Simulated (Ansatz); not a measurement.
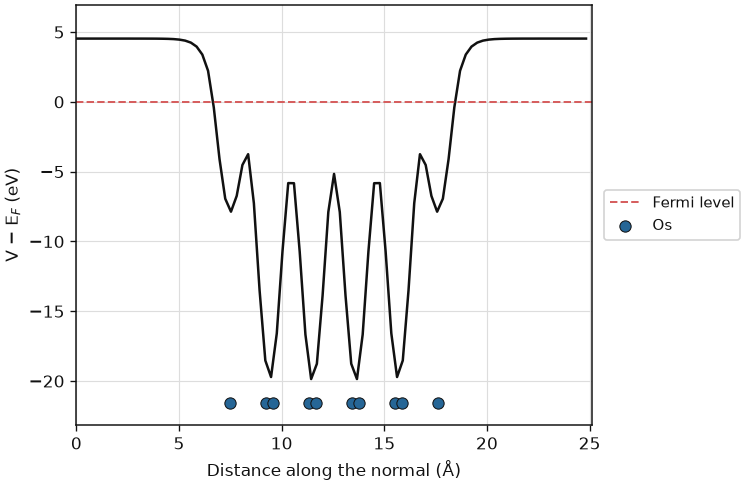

Plane-averaged electrostatic potential energy of an electron across the slab; circles at the bottom mark the heights of the atoms.

This input was run:

```
crystal:
  lattice:
    - [2.7528310567, 0.0, 0.0]
    - [-1.3764155284, 4.9612963083, 0.0]
    - [0.0, 0.0, 25.1052584584]
  atoms:
    - { symbol: Os, position: [0.2500725952, 0.5001451903, 0.2987421943] }
    - { symbol: Os, position: [0.5962822838, 0.1925645675, 0.3681414376] }
    - { symbol: Os, position: [0.8655242215, 0.731048443, 0.3820212863] }
    - { symbol: Os, position: [0.2117339101, 0.4234678202, 0.4514205297] }
    - { symbol: Os, position: [0.4809758478, 0.9619516956, 0.4653003783] }
    - { symbol: Os, position: [0.8271855364, 0.6543710728, 0.5346996217] }
    - { symbol: Os, position: [0.0964274741, 0.1928549482, 0.5485794703] }
    - { symbol: Os, position: [0.4426371627, 0.8852743254, 0.6179787137] }
    - { symbol: Os, position: [0.7118791004, 0.4237582009, 0.6318585624] }
    - { symbol: Os, position: [0.058088789, 0.1161775781, 0.7012578057] }
basis:
  ecutwfc: 420
kpoints:
  mp_grid: { grid: [13, 7, 1] }
hamiltonian:
  xc: pbe
scf:
  occupations: { method: gaussian, width: 0.1 }
output:
  forces: true
  eigenvalues: true
  write_density: true
  write_potential: true
  elf: true
  volumetric_format: npy
efield:
  axis: 3
  dipole_correction: true
  ramp_width: 0.04
```

Command:
```bash
ansatz run input.yaml --threads 4 --pin off --max-ram 10240MiB --backend cpu --events-out ev --progress --plain --runs-dir out
```

Q: What is the work function?

A: The work function is 4.53 eV, the same on both faces. The two vacuum levels agree, so the slab has no net dipole along its normal.

Q: How thick are slab and vacuum?

A: The outermost atoms are 10.1 Å apart, which leaves 15.0 Å of vacuum in a cell 25.1 Å high.

The atoms aren't at rest in this cell (largest force 3.2 eV/Å), so the relaxed material can differ. Spin-orbit coupling is left out, which matters for Os.
